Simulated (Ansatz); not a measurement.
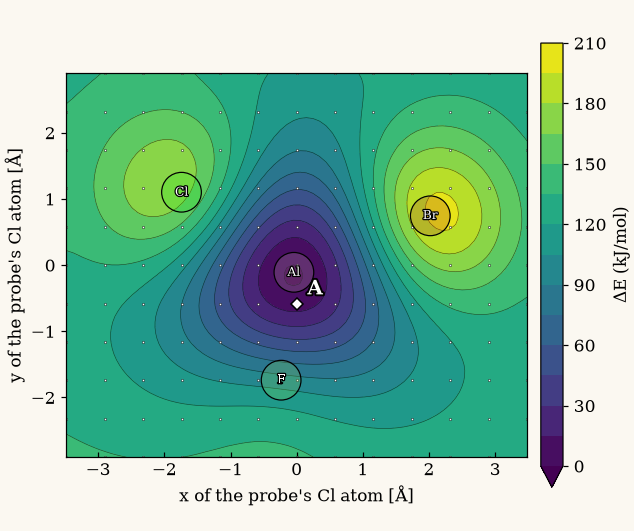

AlBrClF (SMILES [F][Al]([Cl])[Br]) with the probe Cl-. The probe is moved over a plane parallel to the molecule's main plane, 2.70 Å above it. The first coordinate is: x of the probe's Cl atom; the second: y of the probe's Cl atom. Nothing is relaxed (molecule and probe rigid). The grid has 13 × 11 points. Energies are in kJ/mol, from the lowest grid point. Method: RHF/def2-SVPD (Ansatz).

In the figure: filled contours, dots at the grid points, labelled circles for the molecule's atoms, projected on the plane, the point A. Between grid points the surface is interpolated.

Is A at rest? If not, where is it pushed?

Answer. A, at x of the probe's Cl atom = 0.00 Å, y of the probe's Cl atom = −0.58 Å, is not a stationary point. The computed force is 0.47 eV/Å in the plane, pointing up in the picture (components −0.04 and 0.47 eV/Å).
